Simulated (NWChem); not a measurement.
SnH3O2: single-point calculation (part 2 of 2)

SnH3O2, multiplicity 4, SMILES [OH][SnH][OH]; HF/STO-3G, UHF (NWChem 7.3.0). The geometry is that of the parent species in another charge or spin state. The geometry comes from this level: PBE0-D4/def2-TZVP.

Geometry of the input (Å):
```
O  -1.2483  -0.6847  -0.2334
Sn 0.4170  0.3025  -0.6396
O  1.4139  -0.0383  1.0167
H  -1.8520  -0.7834  -0.9736
H  0.1286  2.0261  -0.6243
H  1.1827  -0.8860  1.4081
```

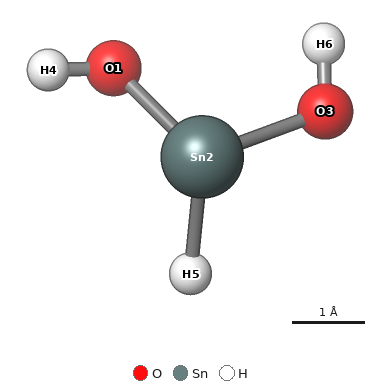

Figure 1. The structure (ball-and-stick view, seen on its broad side; atoms are numbered from 1 in the order of the input). Sticks mark near contacts.

The program's output, continued
```
 Vector   29  Occ=1.000000D+00  E=-6.563131D-01
              MO Center= -1.2D+00, -6.5D-01, -2.5D-01, r^2= 5.8D-01
   Bfn.  Coefficient  Atom+Function         Bfn.  Coefficient  Atom+Function
  ----- ------------  ---------------      ----- ------------  ---------------
     4      0.883628  1 O  py                 3     -0.384634  1 O  px
     5      0.155143  1 O  pz

 Vector   30  Occ=1.000000D+00  E=-6.080669D-01
              MO Center= -1.1D+00, -5.7D-01, -2.7D-01, r^2= 1.0D+00
   Bfn.  Coefficient  Atom+Function         Bfn.  Coefficient  Atom+Function
  ----- ------------  ---------------      ----- ------------  ---------------
     5      0.699100  1 O  pz                 3     -0.429336  1 O  px
     4     -0.278310  1 O  py                19     -0.269151  2 Sn s
     2      0.242002  1 O  s

 Vector   31  Occ=1.000000D+00  E=-4.961239D-01
              MO Center=  1.0D+00,  1.5D-01,  4.9D-01, r^2= 2.4D+00
   Bfn.  Coefficient  Atom+Function         Bfn.  Coefficient  Atom+Function
  ----- ------------  ---------------      ----- ------------  ---------------
    19      0.434626  2 Sn s                 40     -0.430075  6 H  s
    36      0.394501  3 O  py                37     -0.312119  3 O  pz
    34      0.205396  3 O  s                 39      0.197555  5 H  s
    20      0.164411  2 Sn px                 3     -0.154821  1 O  px

 Vector   32  Occ=1.000000D+00  E=-4.023429D-01
              MO Center=  6.0D-01,  6.5D-01, -1.1D-01, r^2= 3.2D+00
   Bfn.  Coefficient  Atom+Function         Bfn.  Coefficient  Atom+Function
  ----- ------------  ---------------      ----- ------------  ---------------
    19      0.484392  2 Sn s                 39      0.393613  5 H  s
    34     -0.363555  3 O  s                 36     -0.357176  3 O  py
    40      0.317937  6 H  s                 35     -0.220544  3 O  px
    22     -0.179866  2 Sn pz                 3     -0.161463  1 O  px
    15     -0.156826  2 Sn s                  4     -0.150458  1 O  py

 Vector   33  Occ=1.000000D+00  E=-3.404735D-01
              MO Center=  1.2D+00,  1.1D-01,  5.8D-01, r^2= 1.7D+00
   Bfn.  Coefficient  Atom+Function         Bfn.  Coefficient  Atom+Function
  ----- ------------  ---------------      ----- ------------  ---------------
    37      0.610051  3 O  pz                36      0.453166  3 O  py
    35     -0.296249  3 O  px                21      0.294594  2 Sn py
    20     -0.229213  2 Sn px                39      0.213415  5 H  s
    19     -0.188243  2 Sn s

 Vector   34  Occ=1.000000D+00  E=-2.984399D-01
              MO Center=  1.2D+00,  1.4D-01,  6.5D-01, r^2= 1.7D+00
   Bfn.  Coefficient  Atom+Function         Bfn.  Coefficient  Atom+Function
  ----- ------------  ---------------      ----- ------------  ---------------
    35      0.808563  3 O  px                22     -0.303280  2 Sn pz
    39      0.237717  5 H  s                 34      0.209348  3 O  s
    21      0.207716  2 Sn py

 Vector   35  Occ=1.000000D+00  E=-2.011645D-01
              MO Center=  6.4D-01,  2.0D-01, -6.6D-01, r^2= 2.8D+00
   Bfn.  Coefficient  Atom+Function         Bfn.  Coefficient  Atom+Function
  ----- ------------  ---------------      ----- ------------  ---------------
    22     -0.573202  2 Sn pz                19      0.526982  2 Sn s
    37      0.407270  3 O  pz                21     -0.358302  2 Sn py
    39     -0.356358  5 H  s                 36      0.254114  3 O  py
    18      0.201329  2 Sn pz                 5      0.155524  1 O  pz

 Vector   36  Occ=1.000000D+00  E= 1.627686D-02
              MO Center=  4.2D-02,  1.8D-01, -5.9D-01, r^2= 2.5D+00
   Bfn.  Coefficient  Atom+Function         Bfn.  Coefficient  Atom+Function
  ----- ------------  ---------------      ----- ------------  ---------------
    20      0.991564  2 Sn px                 2      0.555270  1 O  s
    16     -0.300975  2 Sn px                38     -0.301522  4 H  s
    19     -0.275957  2 Sn s                 21      0.276600  2 Sn py
     5     -0.249787  1 O  pz                 4      0.216269  1 O  py
     3      0.198801  1 O  px                22     -0.188879  2 Sn pz

 Vector   37  Occ=0.000000D+00  E= 4.206486D-01
              MO Center=  5.3D-01, -4.1D-03, -1.1D-01, r^2= 2.7D+00
   Bfn.  Coefficient  Atom+Function         Bfn.  Coefficient  Atom+Function
  ----- ------------  ---------------      ----- ------------  ---------------
    22      0.785564  2 Sn pz                34     -0.541122  3 O  s
    37      0.440490  3 O  pz                20      0.415481  2 Sn px
    35      0.403744  3 O  px                21     -0.386043  2 Sn py
    38      0.360951  4 H  s                 19      0.293420  2 Sn s
     2     -0.261562  1 O  s                 18     -0.224821  2 Sn pz

 Vector   38  Occ=0.000000D+00  E= 4.858407D-01
              MO Center=  3.4D-01,  1.1D+00, -4.9D-01, r^2= 2.2D+00
   Bfn.  Coefficient  Atom+Function         Bfn.  Coefficient  Atom+Function
  ----- ------------  ---------------      ----- ------------  ---------------
    39     -0.987900  5 H  s                 21      0.978288  2 Sn py
    19      0.555918  2 Sn s                 17     -0.252328  2 Sn py
    34     -0.235351  3 O  s                 40      0.202860  6 H  s
    22      0.184436  2 Sn pz

 Vector   39  Occ=0.000000D+00  E= 5.599057D-01
              MO Center= -1.4D+00, -6.4D-01, -6.4D-01, r^2= 1.6D+00
   Bfn.  Coefficient  Atom+Function         Bfn.  Coefficient  Atom+Function
  ----- ------------  ---------------      ----- ------------  ---------------
    38      1.079354  4 H  s                  3      0.653391  1 O  px
     5      0.560892  1 O  pz                 2     -0.390398  1 O  s
    19     -0.350044  2 Sn s                 22     -0.283258  2 Sn pz
    20      0.211630  2 Sn px                 4      0.183492  1 O  py
    34      0.178367  3 O  s                 35     -0.158599  3 O  px

 Vector   40  Occ=0.000000D+00  E= 7.706856D-01
              MO Center=  1.2D+00, -5.3D-01,  1.2D+00, r^2= 1.0D+00
   Bfn.  Coefficient  Atom+Function         Bfn.  Coefficient  Atom+Function
  ----- ------------  ---------------      ----- ------------  ---------------
    40      1.098444  6 H  s                 36      0.792460  3 O  py
    37     -0.502516  3 O  pz                34     -0.457829  3 O  s
    22     -0.249674  2 Sn pz                19     -0.234246  2 Sn s

                     UHF Final Beta Molecular Orbital Analysis
                     -----------------------------------------

 Vector   21  Occ=1.000000D+00  E=-1.238012D+00
              MO Center= -1.3D+00, -6.9D-01, -3.9D-01, r^2= 5.6D-01
   Bfn.  Coefficient  Atom+Function         Bfn.  Coefficient  Atom+Function
  ----- ------------  ---------------      ----- ------------  ---------------
     2      0.869717  1 O  s                  1     -0.236469  1 O  s
    38      0.214315  4 H  s

 Vector   22  Occ=1.000000D+00  E=-1.146404D+00
              MO Center=  1.3D+00, -1.8D-01,  1.0D+00, r^2= 6.0D-01
   Bfn.  Coefficient  Atom+Function         Bfn.  Coefficient  Atom+Function
  ----- ------------  ---------------      ----- ------------  ---------------
    34      0.864415  3 O  s                 33     -0.236602  3 O  s
    40      0.198933  6 H  s

 Vector   23  Occ=1.000000D+00  E=-7.940034D-01
              MO Center=  2.8D-01,  2.2D-01, -6.0D-01, r^2= 6.9D-01
   Bfn.  Coefficient  Atom+Function         Bfn.  Coefficient  Atom+Function
  ----- ------------  ---------------      ----- ------------  ---------------
    28      0.644719  2 Sn d -2              31      0.525984  2 Sn d  1
    30     -0.420403  2 Sn d  0              29     -0.308870  2 Sn d -1
    23     -0.242267  2 Sn d -2               3      0.206544  1 O  px
    26     -0.197651  2 Sn d  1              32      0.168254  2 Sn d  2
    25      0.157981  2 Sn d  0

 Vector   24  Occ=1.000000D+00  E=-7.905296D-01
              MO Center=  4.2D-01,  3.2D-01, -6.2D-01, r^2= 3.9D-01
   Bfn.  Coefficient  Atom+Function         Bfn.  Coefficient  Atom+Function
  ----- ------------  ---------------      ----- ------------  ---------------
    32      0.735948  2 Sn d  2              30      0.608332  2 Sn d  0
    28      0.355188  2 Sn d -2              27     -0.276527  2 Sn d  2
    25     -0.228538  2 Sn d  0

 Vector   25  Occ=1.000000D+00  E=-7.854970D-01
              MO Center=  4.2D-01,  3.0D-01, -6.3D-01, r^2= 3.2D-01
   Bfn.  Coefficient  Atom+Function         Bfn.  Coefficient  Atom+Function
  ----- ------------  ---------------      ----- ------------  ---------------
    29      0.927048  2 Sn d -1              30     -0.384081  2 Sn d  0
    24     -0.348107  2 Sn d -1              28      0.262530  2 Sn d -2

 Vector   26  Occ=1.000000D+00  E=-7.823567D-01
              MO Center=  4.2D-01,  3.0D-01, -6.2D-01, r^2= 3.3D-01
   Bfn.  Coefficient  Atom+Function         Bfn.  Coefficient  Atom+Function
  ----- ------------  ---------------      ----- ------------  ---------------
    31      0.765834  2 Sn d  1              30      0.529930  2 Sn d  0
    29      0.343938  2 Sn d -1              32     -0.321161  2 Sn d  2
    26     -0.287585  2 Sn d  1              25     -0.198968  2 Sn d  0

 Vector   27  Occ=1.000000D+00  E=-7.802943D-01
              MO Center=  4.2D-01,  3.0D-01, -6.3D-01, r^2= 2.9D-01
   Bfn.  Coefficient  Atom+Function         Bfn.  Coefficient  Atom+Function
  ----- ------------  ---------------      ----- ------------  ---------------
    28      0.662714  2 Sn d -2              32     -0.631381  2 Sn d  2
    31     -0.401488  2 Sn d  1              30      0.303940  2 Sn d  0
    23     -0.248815  2 Sn d -2              27      0.237083  2 Sn d  2
    26      0.150766  2 Sn d  1

 Vector   28  Occ=1.000000D+00  E=-6.324122D-01
              MO Center= -1.1D+00, -5.9D-01, -3.2D-01, r^2= 1.2D+00
   Bfn.  Coefficient  Atom+Function         Bfn.  Coefficient  Atom+Function
  ----- ------------  ---------------      ----- ------------  ---------------
     3      0.456217  1 O  px                 5      0.451790  1 O  pz
    38     -0.449225  4 H  s                  2      0.362250  1 O  s
    19      0.182998  2 Sn s                 28     -0.165182  2 Sn d -2

 Vector   29  Occ=1.000000D+00  E=-5.055433D-01
              MO Center= -7.9D-01, -4.4D-01, -1.3D-01, r^2= 1.9D+00
   Bfn.  Coefficient  Atom+Function         Bfn.  Coefficient  Atom+Function
  ----- ------------  ---------------      ----- ------------  ---------------
     5      0.601702  1 O  pz                 3     -0.404541  1 O  px
    19     -0.330520  2 Sn s                  4     -0.316476  1 O  py
     2      0.234437  1 O  s                 40      0.172178  6 H  s
    36     -0.154715  3 O  py

 Vector   30  Occ=1.000000D+00  E=-4.708059D-01
              MO Center=  9.1D-01, -1.6D-01,  7.2D-01, r^2= 2.1D+00
   Bfn.  Coefficient  Atom+Function         Bfn.  Coefficient  Atom+Function
  ----- ------------  ---------------      ----- ------------  ---------------
    36      0.480449  3 O  py                40     -0.469412  6 H  s
    34      0.317585  3 O  s                 37     -0.273922  3 O  pz
     3     -0.246125  1 O  px                 5      0.215701  1 O  pz
    20      0.165411  2 Sn px                 4     -0.150443  1 O  py

 Vector   31  Occ=1.000000D+00  E=-3.471261D-01
              MO Center=  4.0D-01,  1.1D+00, -2.5D-01, r^2= 2.6D+00
   Bfn.  Coefficient  Atom+Function         Bfn.  Coefficient  Atom+Function
  ----- ------------  ---------------      ----- ------------  ---------------
    39      0.550353  5 H  s                 35     -0.327335  3 O  px
    19      0.316692  2 Sn s                 21      0.292939  2 Sn py
    34     -0.256303  3 O  s                  3     -0.203596  1 O  px
    40      0.195079  6 H  s                 36     -0.168111  3 O  py

 Vector   32  Occ=1.000000D+00  E=-2.997821D-01
              MO Center=  1.2D+00,  2.1D-01,  6.2D-01, r^2= 1.9D+00
   Bfn.  Coefficient  Atom+Function         Bfn.  Coefficient  Atom+Function
  ----- ------------  ---------------      ----- ------------  ---------------
    35      0.766398  3 O  px                39      0.278137  5 H  s
    37      0.273237  3 O  pz                22     -0.230453  2 Sn pz
    21      0.215969  2 Sn py                34      0.209103  3 O  s

 Vector   33  Occ=1.000000D+00  E=-2.852954D-01
              MO Center=  1.4D+00, -3.2D-02,  8.8D-01, r^2= 7.9D-01
   Bfn.  Coefficient  Atom+Function         Bfn.  Coefficient  Atom+Function
  ----- ------------  ---------------      ----- ------------  ---------------
    37      0.665032  3 O  pz                36      0.504764  3 O  py
    35     -0.395215  3 O  px                19     -0.194745  2 Sn s
    20     -0.181377  2 Sn px                34      0.158602  3 O  s

 Vector   34  Occ=0.000000D+00  E= 1.938525D-01
              MO Center=  6.0D-02, -2.7D-01, -7.6D-01, r^2= 2.5D+00
   Bfn.  Coefficient  Atom+Function         Bfn.  Coefficient  Atom+Function
  ----- ------------  ---------------      ----- ------------  ---------------
     4      0.562307  1 O  py                19     -0.528564  2 Sn s
    22      0.470045  2 Sn pz                21      0.301640  2 Sn py
    20     -0.249715  2 Sn px                37     -0.239790  3 O  pz
    18     -0.165679  2 Sn pz

 Vector   35  Occ=0.000000D+00  E= 2.516872D-01
              MO Center= -5.9D-01, -2.4D-01, -6.2D-01, r^2= 2.3D+00
   Bfn.  Coefficient  Atom+Function         Bfn.  Coefficient  Atom+Function
  ----- ------------  ---------------      ----- ------------  ---------------
     4      0.614383  1 O  py                19      0.546782  2 Sn s
     3     -0.422956  1 O  px                39     -0.364010  5 H  s
    22     -0.340093  2 Sn pz                 5      0.264463  1 O  pz

 Vector   36  Occ=0.000000D+00  E= 4.418701D-01
              MO Center= -1.9D-01,  5.9D-02, -5.7D-01, r^2= 2.4D+00
   Bfn.  Coefficient  Atom+Function         Bfn.  Coefficient  Atom+Function
  ----- ------------  ---------------      ----- ------------  ---------------
    20      0.902971  2 Sn px                 2      0.647659  1 O  s
    38     -0.377638  4 H  s                 19     -0.338970  2 Sn s
     4      0.323296  1 O  py                21      0.311521  2 Sn py
     5     -0.305134  1 O  pz                16     -0.271596  2 Sn px
    22     -0.265117  2 Sn pz                35     -0.159055  3 O  px

 Vector   37  Occ=0.000000D+00  E= 4.838390D-01
              MO Center=  6.5D-01,  7.5D-02, -4.0D-02, r^2= 2.5D+00
   Bfn.  Coefficient  Atom+Function         Bfn.  Coefficient  Atom+Function
  ----- ------------  ---------------      ----- ------------  ---------------
    22      0.817096  2 Sn pz                34     -0.615731  3 O  s
    20      0.496994  2 Sn px                37      0.411151  3 O  pz
    19      0.378660  2 Sn s                 35      0.354799  3 O  px
    40      0.295517  6 H  s                 38      0.278142  4 H  s
    18     -0.236055  2 Sn pz                 2     -0.186849  1 O  s

 Vector   38  Occ=0.000000D+00  E= 5.615390D-01
              MO Center=  2.6D-01,  9.5D-01, -5.6D-01, r^2= 2.4D+00
   Bfn.  Coefficient  Atom+Function         Bfn.  Coefficient  Atom+Function
  ----- ------------  ---------------      ----- ------------  ---------------
    21      1.036745  2 Sn py                39     -0.949919  5 H  s
    19      0.469495  2 Sn s                 17     -0.271583  2 Sn py
     4     -0.221766  1 O  py                40      0.178287  6 H  s
    20     -0.152139  2 Sn px

 Vector   39  Occ=0.000000D+00  E= 6.258881D-01
              MO Center= -1.4D+00, -6.5D-01, -6.6D-01, r^2= 1.5D+00
   Bfn.  Coefficient  Atom+Function         Bfn.  Coefficient  Atom+Function
  ----- ------------  ---------------      ----- ------------  ---------------
    38      1.068992  4 H  s                  3      0.663998  1 O  px
     5      0.582225  1 O  pz                 2     -0.396017  1 O  s
    19     -0.286125  2 Sn s                 20      0.275059  2 Sn px
    22     -0.258189  2 Sn pz                21      0.220115  2 Sn py
     4      0.181339  1 O  py

 Vector   40  Occ=0.000000D+00  E= 7.772118D-01
              MO Center=  1.2D+00, -5.0D-01,  1.2D+00, r^2= 1.1D+00
   Bfn.  Coefficient  Atom+Function         Bfn.  Coefficient  Atom+Function
  ----- ------------  ---------------      ----- ------------  ---------------
    40      1.084492  6 H  s                 36      0.787019  3 O  py
    37     -0.512917  3 O  pz                34     -0.430226  3 O  s
    22     -0.284247  2 Sn pz                19     -0.259815  2 Sn s
    20     -0.153736  2 Sn px

 center of mass
 --------------
 x =   0.63358124 y =   0.30228265 z =  -0.77945007

 moments of inertia (a.u.)
 ------------------
         224.667134532907         -71.939096944132         -74.165677201480
         -71.939096944132         385.902348981496          44.825904874840
         -74.165677201480          44.825904874840         303.684923489459

  Mulliken analysis of the total density
  --------------------------------------

    Atom       Charge   Shell Charges
 -----------   ------   -------------------------------------------------------
    1 O    8     8.08   2.00  1.90  4.18
    2 Sn  50    49.57   2.00  2.00  6.00  2.00  6.00  2.01  5.99  1.20  2.42 10.00  9.97
    3 O    8     8.46   2.00  1.86  4.61
    4 H    1     0.81   0.81
    5 H    1     1.19   1.19
    6 H    1     0.89   0.89

  Mulliken analysis of the alpha density
  --------------------------------------

    Atom       Charge   Shell Charges
 -----------   ------   -------------------------------------------------------
    1 O    8     4.63   1.00  0.98  2.65
    2 Sn  50    25.66   1.00  1.00  3.00  1.00  3.00  1.00  3.00  0.80  1.88  5.00  4.98
    3 O    8     4.24   1.00  0.93  2.32
    4 H    1     0.41   0.41
    5 H    1     0.60   0.60
    6 H    1     0.44   0.44

   Mulliken analysis of the beta density
   -------------------------------------

    Atom       Charge   Shell Charges
 -----------   ------   -------------------------------------------------------
    1 O    8     3.44   1.00  0.92  1.53
    2 Sn  50    23.91   1.00  1.00  3.00  1.00  3.00  1.00  2.99  0.39  0.54  5.00  4.98
    3 O    8     4.22   1.00  0.93  2.30
    4 H    1     0.40   0.40
    5 H    1     0.59   0.59
    6 H    1     0.44   0.44

   Mulliken analysis of the spin density
   -------------------------------------

    Atom       Charge   Shell Charges
 -----------   ------   -------------------------------------------------------
    1 O    8     1.19   0.00  0.07  1.12
    2 Sn  50     1.75   0.00  0.00 -0.00  0.00  0.00 -0.00  0.01  0.41  1.33  0.00  0.00
    3 O    8     0.02   0.00  0.00  0.02
    4 H    1     0.01   0.01
    5 H    1     0.02   0.02
    6 H    1     0.00   0.00

       Multipole analysis of the density wrt the origin
       ------------------------------------------------

     L   x y z        total         alpha         beta         nuclear
     -   - - -        -----         -----         ----         -------
     0   0 0 0      0.000000    -36.000000    -33.000000     69.000000

     1   1 0 0     -1.372235    -20.474560    -21.780198     40.882524
     1   0 1 0     -1.140722     -9.241713    -10.225006     18.325997
     1   0 0 1     -0.929655     25.898653     22.122024    -48.950332

     2   2 0 0    -25.493110    -94.591255    -80.881578    149.979723
     2   1 1 0     -0.041236    -25.856569    -21.948142     47.763475
     2   1 0 1     -0.187527     -6.228264     -7.827296     13.868034
     2   0 2 0    -25.589548    -40.889731    -34.128185     49.428369
     2   0 1 1      0.729561     18.921259     19.150025    -37.341723
     2   0 0 2    -24.791576    -75.683298    -65.096594    115.988317

 Task  times  cpu:        7.0s     wall:        7.0s
 Total times  cpu:        7.1s     wall:        7.1s
```

Summary

| quantity | value |
| --- | --- |
| outcome | converged |
| total energy | −6112.457552 hartree |
| basis functions | 40 |
| ⟨S²⟩ | 3.760 |
| SCF solution under orbital rotations | stable |
| dipole moment | 5.11 D |
| wall time | 7.8 s |
| peak memory | 0.099 GiB |
